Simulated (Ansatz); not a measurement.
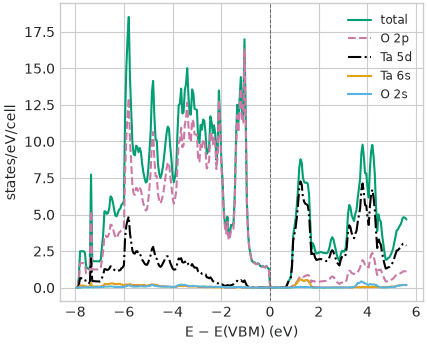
Figure. Total and projected density of states of Ta2O5 in space group Pmmm (No. 47; Pearson symbol oP7), r²SCAN in the plane-wave PAW code Ansatz

Which orbitals carry the states next to the gap?

Top 1 eV of the valence band: O 2p 98 %. Bottom 1 eV of the conduction band: Ta 5d 83 %, O 2p 9 %, Ta 6s 6 %. Projections are on Löwdin-orthogonalised atomic valence shells; empty p or d shells of many metals are not among them.

Where is the tallest occupied peak in this window, and what makes it?

Near -5.8 eV, about 19 states/eV per cell; the largest projected share is O 2p.

The workflow started from an entry of the Crystallography Open Database (COD); the relaxed space group is not among those it files for this formula. COD files the formula under space group No. 49, so this cell is another polymorph or a model. Its standing as an ambient phase is unchecked. The cell was relaxed with r²SCAN under the symmetry of its start; whether a distortion lowers the energy is not shown. No spin polarisation was allowed. Spin–orbit coupling is left out wherever it is not named.

Potentials: the later of the program's two PAW sets.
